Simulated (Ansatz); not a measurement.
**A single-point run on SiO2**

Aim: for SiO2, a database structure at a slightly changed volume, find whether it is a metal or has a gap, how the charge is shared and how far the cell is from equilibrium. The atoms and the cell stay fixed.

The COD cell was measured well above room temperature, so it is larger than a cold one.

All numbers below are computed with Ansatz 0.2.0 (DFT, LDA, no spin polarisation, plane waves, PAW).

## 1. The structure

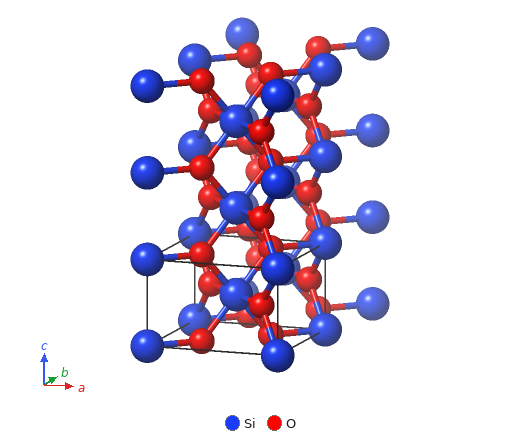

The structure slightly off an axis: silicon blue, oxygen red. 1×2×3 cells are drawn.

It takes space group P4_2/mnm (No. 136, tetragonal). Conventional cell: a = 4.189 Å, b = 4.189 Å, c = 2.670 Å, α = 90.00°, β = 90.00°, γ = 90.00°. Around Si (site symmetry mmm) lie 6 O at 1.76 to 1.81 Å. O (site symmetry m2m) is surrounded by 3 Si at 1.76 to 1.81 Å.

Its coordinates follow in the input file.

Its first density is an earlier solution for the same cell, read from a checkpoint.

## 2. The run

The input, input.yaml:

```yaml
crystal:
  lattice:
    - [4.18928835, 0.0, 0.0]
    - [0.0, 4.18928835, 0.0]
    - [0.0, 0.0, 2.67017724]
  atoms:
    - { symbol: Si, position: [0.0, 0.0, 0.0] }
    - { symbol: Si, position: [0.5, 0.5, 0.5] }
    - { symbol: O, position: [0.3059, 0.3059, 0.0] }
    - { symbol: O, position: [0.1941, 0.8059, 0.5] }
    - { symbol: O, position: [0.6941, 0.6941, 0.0] }
    - { symbol: O, position: [0.8059, 0.1941, 0.5] }
  symmetry: { tolerance: 0.0003 }
kpoints:
  mp_grid: { grid: [6, 6, 9], shift: [0, 0, 0] }
  band_path:
    path:
      - [0.0, 0.0, 0.0]
      - [0.0, 0.5, 0.0]
      - [0.5, 0.5, 0.0]
      - [0.0, 0.0, 0.0]
      - [0.0, 0.0, 0.5]
      - [0.0, 0.5, 0.5]
      - [0.5, 0.5, 0.5]
      - [0.0, 0.0, 0.5]
      - [0.0, 0.5, 0.0]
      - [0.0, 0.5, 0.5]
      - [0.5, 0.5, 0.0]
    npoints: 6
magnetization:
  spin_polarized: false
scf:
  occupations: { method: fermi_dirac }
  lower_state_search: "off"
  max_iter: 200
hamiltonian:
  pseudopotentials: { kind: paw }
  xc: lda
basis:
  ecutwfc: 420
  fft_grid_basis: typed
output:
  forces: true
  stress: true
  eigenvalues: true
  bader: true
  populations: true
  elf: true
  write_potential: true
  volumetric_format: npy
  dos:
    e_range: [-12, 8]
    de: 0.05
    projected: { site_lists: { O: [O], Si: [Si] } }
checkpoint:
  read: saved_state
```

Output:

```text
Warning: RAYON_NUM_THREADS=1 ignored (pool sized by the plan → 1); use --threads N
Engine: ansatz 0.2.0, x86_64-unknown-linux-gnu
Pseudopotentials: kind: paw
Pseudopotential: Si, paw, valence charge 4, recommended cutoff 420 eV (normal), Si.paw.azcp
Pseudopotential: O, paw, valence charge 6, recommended cutoff 420 eV (normal), O.paw.azcp
Functional definition: SPW92
  exchange = slater_x
  correlation = pw_c
Crystal: 6 atoms, lattice volume = 46.862 Å³
Basis set: ecut = 420 eV, 917 PW (Γ)
Bands: 22, of which v1, the nominal top of the filled ones, is band 16 counted from 1 (15 counted from 0)
Symmetry: 16 space group operations
Space group: P42/mnm (ITA 136), of the structure as read, at distance tolerance 1.1e-3 Å
k-points: 50 of 324
Non-local potential: Si, projectors of the file, l = 0: 2, l = 1: 2, l = 2: 2
Non-local potential: O, projectors of the file, l = 0: 2, l = 1: 2, l = 2: 1
PAW form: soft (Blöchl's): semilocal exchange-correlation on the pseudo side does not see the compensation charge
PAW frozen core: Si, regenerated for the run's functional, and the local potential with it (the file was generated under x = pbe(κ = 0.804, μ = 0.2195149727645171), c = pbe(β = 0.06672455060314922))
PAW frozen core: O, regenerated for the run's functional, and the local potential with it (the file was generated under x = pbe(κ = 0.804, μ = 0.2195149727645171), c = pbe(β = 0.06672455060314922))
PAW one-centre angular grid: Si, 110 points (default); XC on 64 Gauss nodes
PAW one-centre angular grid: O, 110 points (default); XC on 64 Gauss nodes
Initial density: read from a saved state, or passed on in memory by an earlier SCF of this step, an earlier step, the calling program or the single point that the run made first
Initial wavefunctions: pseudopotential atomic-orbital guess
Functional: x = slater, c = lda
iter 1 solved again at ethr=1.47e-7 eV; its pass at ethr=3.10e-3 eV (dr2=4.70e-5 eV) is discarded
SCF iter   1: F=—  HF=-3445.406191 eV  |F-HF|=—  |Δ(HF+E_count)|=         —  Δρ=1.05e-3  dr2=6.73e-5  ethr=1.47e-7  ⟨swp⟩=3.0  Hψ=8959  notcnv=0
preconditioner: auto → none  [insulator: Δε(μ)=5.478 eV  Ē_g=18.484 eV  σ=0.100 eV  W_gap=1.00  n_scr=10 (ndim 8)  ℏωp=30.7 eV  f_vac=0.000  D(μ)=0.00/eV (n_scr^D=0)  ε∞_Penn≈3.8]
SCF iter   2: F=—  HF=-3445.406270 eV  |F-HF|=—  |Δ(HF+E_count)|=   7.90e-5  Δρ=5.16e-4  dr2=1.17e-5  ethr=1.47e-7  ⟨swp⟩=2.0  Hψ=1729  notcnv=0
SCF iter   3: F=—  HF=-3445.406292 eV  |F-HF|=—  |Δ(HF+E_count)|=   2.23e-5  Δρ=2.46e-4  dr2=2.13e-6  ethr=3.65e-8  ⟨swp⟩=2.3  Hψ=1758  notcnv=0
SCF iter   4: F=-3445.406299 eV  HF=-3445.406299 eV  |F-HF|=1.61e-9  |Δ(HF+E_count)|=   7.22e-6  Δρ=5.25e-6  dr2=2.88e-9  ethr=3.13e-10  ⟨swp⟩=7.1  Hψ=7448  notcnv=0
SCF 1 converged in 4 iterations: F = -3445.406299 eV  dr2 = 2.88e-9
NSCF: frozen V_eff on 61 k-points
SCF converged after 4 iterations
Free energy (F): -3445.406299 eV
Harris-Foulkes:  -3445.406299 eV  (|F-HF|=1.61e-9)
Internal energy: -3445.406299 eV  (E = F + TS)
E sigma→0 (E₀):  -3445.406299 eV
Fermi energy:    12.969043 eV
--- Per-component energies (eV) ---
  E_band       = 55.201270
  E_kinetic    = 809.506412
  E_local      = -1223.566324  (includes V_loc(G=0)·N_el)
  E_nonlocal   = 246.204520
  E_hartree    = 428.668796
  E_xc         = -406.173544
  E_vxc        = -476.344765  (∫ρ·V_xc dr)
  E_paw        = -1564.914169  (= ΣΔE_a)
  E_vpaw       = -157.947092  (= ΣTr[D̂ρ^β])
  E_aug_tail   = 0.010361  (compensation charges beyond the density's cutoff)
  E_ewald      = -1735.698698
  E_core_change = 0.556347  (= ΣΔE_core)
  E_smearing   = -0.000000  (= −TS)
  E_closure    = 0.000000  (closes the sum)
  Σ components = -3445.406299   (vs F -3445.406299, Δ=0.00e0)
--- Forces (eV/Å), atoms counted from 1 ---
  atom   1  Si     0.00000000     0.00000000     0.00000000
  atom   2  Si     0.00000000    -0.00000000     0.00000000
  atom   3  O      0.06975145     0.06975145     0.00000000
  atom   4  O     -0.06975145     0.06975145     0.00000000
  atom   5  O     -0.06975145    -0.06975145     0.00000000
  atom   6  O      0.06975145    -0.06975145     0.00000000
  max |Σ_I F_I| component: 1.39e-17 eV/Å
--- Stress (GPa, compression-positive) ---
       -6.262755       0.000000       0.000000
        0.000000      -6.262755       0.000000
        0.000000       0.000000      -5.494779
  P = ⅓ Tr σ = -6.0068 GPa (-60.068 kbar)
--- Band table (eV; the first three rows and the last of 50) ---
  k-point 0: bands = ["-12.1545", "-8.4519", "-8.4519", "-8.2170", "-0.6948", "3.7088", "3.7088", "3.8526", "4.7796", "5.0575", "7.0444", "7.0444", "7.6572", "9.2896", "9.2896", "10.1862", "15.6684", "16.6440", "18.4919", "18.4919", "20.9037", "21.5853"]
  k-point 1: bands = ["-11.9877", "-8.3653", "-8.3653", "-8.1942", "-0.6354", "3.8472", "3.8472", "4.0346", "4.3118", "4.8250", "6.4815", "6.4815", "7.0768", "9.1707", "9.1707", "10.0357", "16.2466", "17.5279", "19.2026", "19.2026", "20.2976", "22.2668"]
  k-point 2: bands = ["-11.5032", "-8.1980", "-8.1335", "-8.1335", "-0.5023", "3.4991", "3.9730", "4.2409", "4.2409", "4.5673", "5.2553", "5.2553", "6.0234", "8.7923", "8.7923", "9.5590", "17.2659", "19.3827", "19.9897", "20.8008", "20.8008", "23.2221"]
  k-point 49: bands = ["-9.0976", "-9.0976", "-7.8858", "-7.8858", "-0.5241", "-0.5241", "2.0453", "2.0453", "5.6162", "5.6162", "5.6198", "5.6198", "8.4203", "8.4203", "8.6026", "8.6026", "17.2124", "17.2124", "20.9346", "20.9346", "21.6493", "21.6493"]
--- Löwdin populations: 6 sites ---
  site symbol       q [e]
     0     Si      2.4055
     1     Si      2.4055
     2      O      6.6970
     3      O      6.6970
     4      O      6.6970
     5      O      6.6970
  spilling = 0.012535 (of n_electrons = 32.000000)
--- Bader charges: 6 sites ---
  site symbol  charge [e]  shift [e]
     0     Si      3.2485     0.0127
     1     Si      3.2485     0.0127
     2      O     -1.6242     0.0063
     3      O     -1.6242     0.0063
     4      O     -1.6242     0.0063
     5      O     -1.6242     0.0063
  estimated error of the sums over rays = 5.5e-4 e
```

Wall time 41 s (1 thread of an x86-64 CPU, shared host); peak memory 0.38 GiB.

## 3. Forces and stress

The largest forces, with each atom's nearest neighbour:

```tsv
atom	force (eV/Å)	nearest	distance (Å)	direction
O6	0.099	Si1	1.76	(others are as near)
O3	0.099	Si2	1.76	(others are as near)
O4	0.099	Si1	1.76	(others are as near)
O5	0.099	Si2	1.76	(others are as near)
```

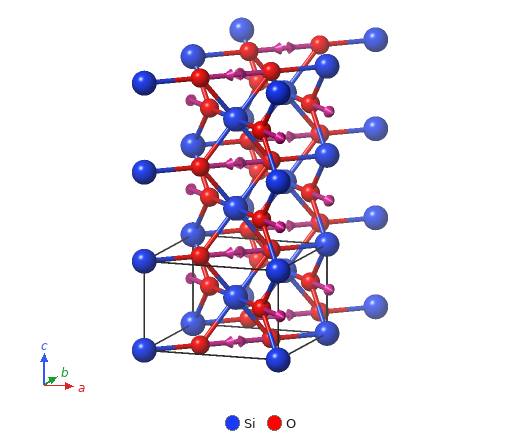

Forces as arrows; the longest is 0.10 eV/Å.

Diagonalising the stress gives -6.26, -6.26, -5.49 GPa, so P = -6.01 GPa (positive in compression).

## 4. The band path (bands.tsv)

From bands.tsv, levels at the corners of the path, in eV from the valence-band top on the mesh:

```tsv
point	band 14	band 15	band 16	band 17	band 18	band 19
Γ	-0.90	-0.90	0.00	5.48	6.46	8.31
X	-2.70	-1.08	-1.08	7.54	7.54	8.86
M	-2.70	-2.30	-2.30	7.21	7.21	9.83
Γ	-0.90	-0.90	0.00	5.48	6.46	8.31
Z	-3.12	-2.69	-2.69	8.81	8.81	12.34
R	-2.30	-1.78	-1.78	8.52	8.52	9.63
A	-1.78	-1.56	-1.56	6.96	6.96	10.71
Z	-3.12	-2.69	-2.69	8.81	8.81	12.34
X	-2.70	-1.08	-1.08	7.54	7.54	8.86
R	-2.30	-1.78	-1.78	8.52	8.52	9.63
M	-2.70	-2.30	-2.30	7.21	7.21	9.83
```

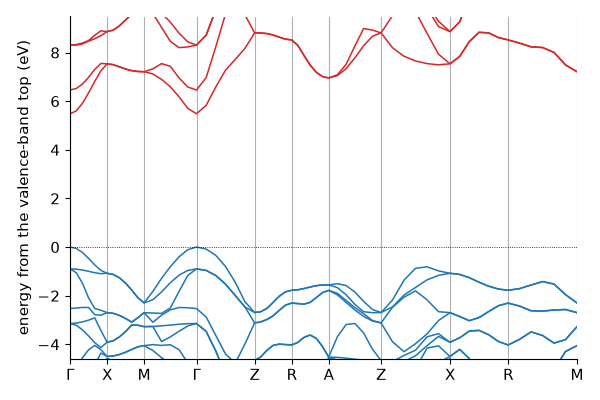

Bands along the path (those far from the Fermi level are not drawn); filled bands blue, empty bands red.

## 5. Density of states

States per cell by energy window, from dos.tsv and pdos.tsv (tetrahedra; eV from the Fermi level):

```tsv
from	to	total	O s	O p	Si s	Si p
-7.0	-6.5	1.57	0.03	1.41	0.01	0.08
-6.5	-6.0	2.18	0.03	2.03	0.01	0.06
-6.0	-5.5	1.15	0.02	1.08	0.00	0.02
-5.5	-5.0	1.49	0.01	1.42	0.01	0.02
-5.0	-4.5	1.65	0.01	1.58	0.01	0.02
-4.5	-4.0	2.04	0.01	1.99	0.00	0.01
-4.0	-3.5	0.90	0.01	0.87	0.00	0.01
-3.5	-3.0	0.25	0.00	0.24	0.00	0.00
-3.0	-2.5	0.02	0.00	0.02	0.00	0.00
-2.5	-2.0	0.00	0.00	0.00	0.00	0.00
-2.0	-1.5	0.00	0.00	0.00	0.00	0.00
-1.5	-1.0	0.00	0.00	0.00	0.00	0.00
-1.0	-0.5	0.00	0.00	0.00	0.00	0.00
-0.5	0.0	0.00	0.00	0.00	0.00	0.00
0.0	0.5	0.00	0.00	0.00	0.00	0.00
0.5	1.0	0.00	0.00	0.00	0.00	0.00
1.0	1.5	0.00	0.00	0.00	0.00	0.00
1.5	2.0	0.00	0.00	0.00	0.00	0.00
2.0	2.5	0.00	0.00	0.00	0.00	0.00
2.5	3.0	0.00	0.00	0.00	0.00	0.00
3.0	3.5	0.04	0.02	0.00	0.02	0.00
3.5	4.0	0.12	0.03	0.01	0.05	0.00
4.0	4.5	0.34	0.07	0.05	0.15	0.02
4.5	5.0	1.02	0.15	0.18	0.46	0.08
```

On the mesh the valence top lies at -2.78 eV and the conduction bottom at 2.70 eV on this scale.

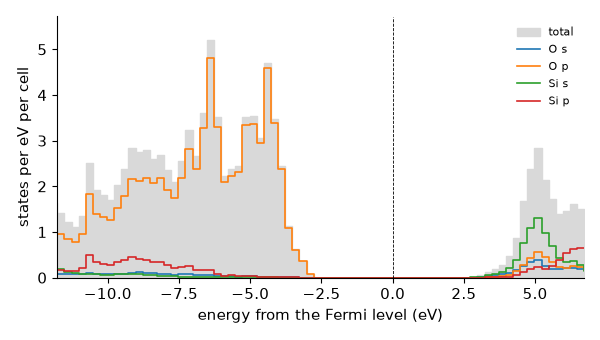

Total and projected density of states, in bins of 0.25 eV.

## 6. Atomic charges

By element, from the tables in the log (a charge is positive for electrons lost): Löwdin charges also hold the electrons that the projection spills.

```tsv
element	atoms	Bader charge (e)	Bader volume (Å³)	Löwdin charge (e)
Si	2	+3.25	2.6	+1.59
O	4	-1.62	10.4	-0.70
```

Löwdin charges rest on a small set of atomic orbitals that misses 1.3 % of the electrons, so they need not add up to the cell's charge and can differ from Bader's even in sign.

## 7. Maps of the fields

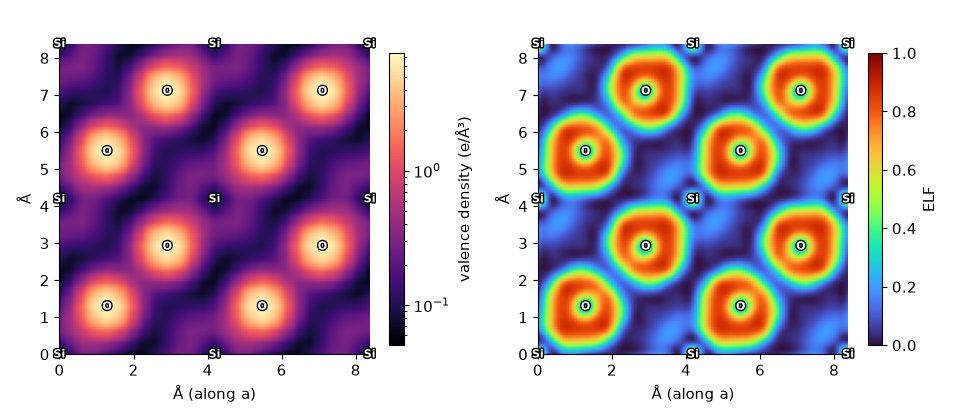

Valence density (left, log scale) and ELF (right) in the plane spanned by a and b at height 0.000 along c (axes of the input's cell); atoms within 0.2 Å are lettered, 2×2 cells. Inside the augmentation spheres the fields are the smooth ones.

Scans along the contacts give these minima of the density:

```tsv
contact	length (Å)	minimum at (fraction)	density (e/Å³)	ELF
Si1–O4	1.762	none clear	–	–
```

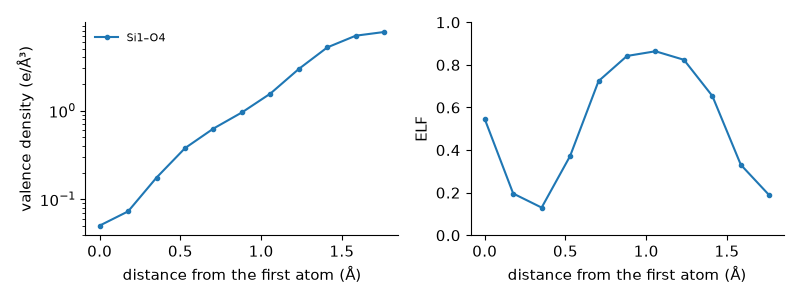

Smooth valence density and ELF along the contacts, at tenths of each length.

## 8. Summary of results

| quantity | value |
| --- | --- |
| largest force | 0.099 eV/Å on O |
| pressure | -6.0 GPa |
| formation energy (elements from separate runs) | -3.12 eV/atom |
| gap (mesh and path) | 5.48 eV, direct |
| Bader charges | Si +3.25, O -1.62 e |

It is gapped: 5.48 eV, direct at the points sampled; within 0.7 eV of the edges the states project mainly on O p (98 %) below and Si s (50 %) and O s (37 %) above. A semilocal functional usually gives too small a gap. With forces up to 0.10 eV/Å (on O), a relaxation would move the atoms. At -6.0 GPa the cell is stretched and would shrink. Set against separate runs on the elements (Si diamond, O2 molecule), it forms at -3.12 eV per atom, a bound cell by that test.
